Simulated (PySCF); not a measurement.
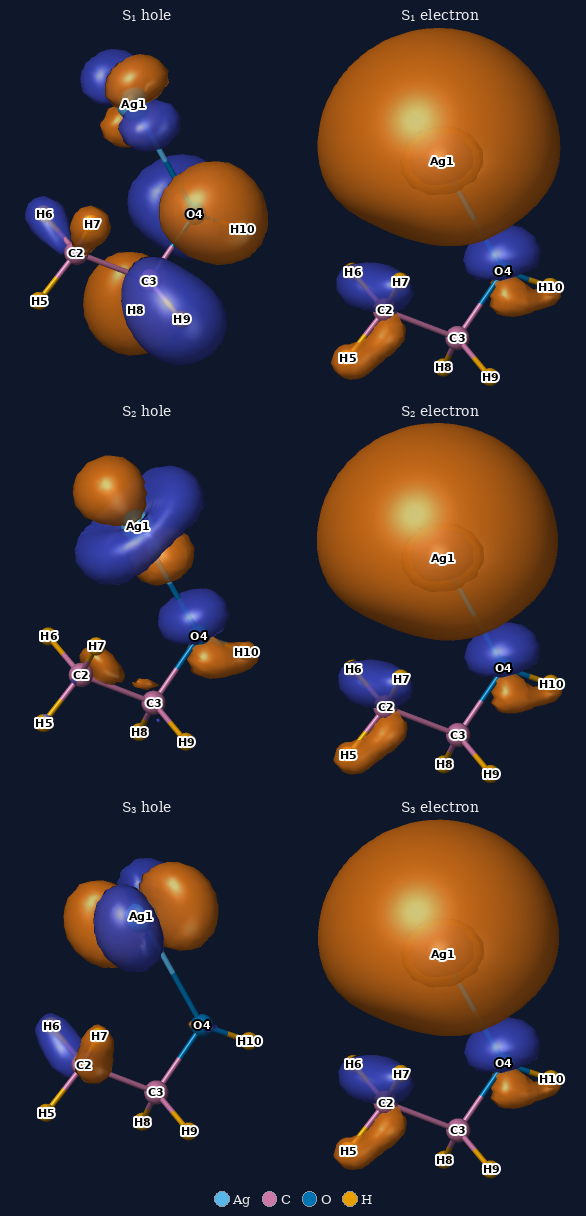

C$_{2}$H$_{6}$AgO, charge +1, SMILES `[Ag+].CCO`. Leading natural transition orbitals (TDA singlet states).

Level of theory: B3LYP/def2-SVP (PySCF), at a geometry from GFN2-xTB. Core potentials replace the inner electrons of Ag; spin–orbit coupling isn't included. The pair's geometry is semi-empirical, so its contact may be too short or too long. GFN2-xTB bond lengths at metals and heavier atoms can be off by up to 0.1 Å and shapes distorted, which carries into these values. Without diffuse functions Rydberg states are missing, so the states' numbers hold for this basis only.

Geometry (Å), atoms numbered from 1:

```
Ag1     -0.9136   -0.0292   -0.0000
C2       1.6129   -1.1882    0.0008
C3       2.1915    0.2150    0.0000
O4       1.0826    1.1291    0.0006
H5       2.4051   -1.9338    0.0004
H6       1.0144   -1.3438   -0.9173
H7       1.0164   -1.3437    0.9153
H8       2.7983    0.3817   -0.8985
H9       2.8002    0.3819    0.8924
H10      1.4160    2.0354    0.0001
```

Give the energy and character of each state.

By state:
- S₁: 3.70 eV (335 nm), f = 0.005, ligand-to-metal charge transfer; the leading pair carries 100 %; hole on O4 (53 %), C3 (14 %) and Ag1 (10 %), electron on Ag1 (88 %); their centroids lie 2.6 Å apart.
- S₂: 4.67 eV (266 nm), f = 0.002, metal-centred; the leading pair carries 100 %; hole on Ag1 (81 %) and O4 (10 %), electron on Ag1 (89 %); their centroids lie 0.7 Å apart.
- S₃: 5.06 eV (245 nm), f = 0.000 (very weak), metal-centred; the leading pair carries 100 %; hole on Ag1 (90 %), electron on Ag1 (89 %); their centroids lie 0.5 Å apart; S₄ lies within 0.1 eV of it.

Cost of the run: 3.1 min on 1 thread of Intel(R) Xeon(R) Processor @ 2.50GHz (Skylake/Cascade Lake), with other jobs on the host, peak memory 0.56 GiB.
